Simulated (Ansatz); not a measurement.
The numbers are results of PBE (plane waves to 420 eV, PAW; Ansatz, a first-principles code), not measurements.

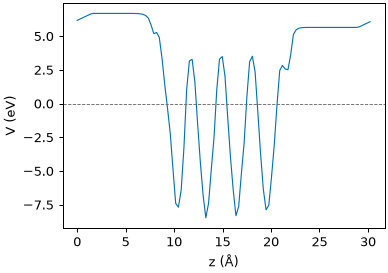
Figure: Plane-averaged electrostatic potential energy along the normal, in eV from the highest filled level, for the (111)B surface of zinc-blende ZnS, S-terminated, 2x2 with 2 OH on 4 top atoms (bottom of the slab: 2 H on 4 bottom sites)

Model: 38-atom slab, 14.1 Å thick at the start with caps and adatoms, 3x3x1 mesh, Fermi-Dirac 0.025 eV, dipole correction, 8 atoms held, the rest relaxed; no symmetry held; no spin, no spin-orbit, no U. It is one candidate, not shown to be the stable structure of the face.

Problem. The surface cell has an area of 51.33 Å². What dipole along the normal does the step between the two vacuum levels imply?

Solution. the top vacuum level lies 1.04 eV below the bottom one; p = −ε₀ A ΔV (ε₀ = 0.005526 e/(V·Å)) gives 0.29 e·Å a cell.
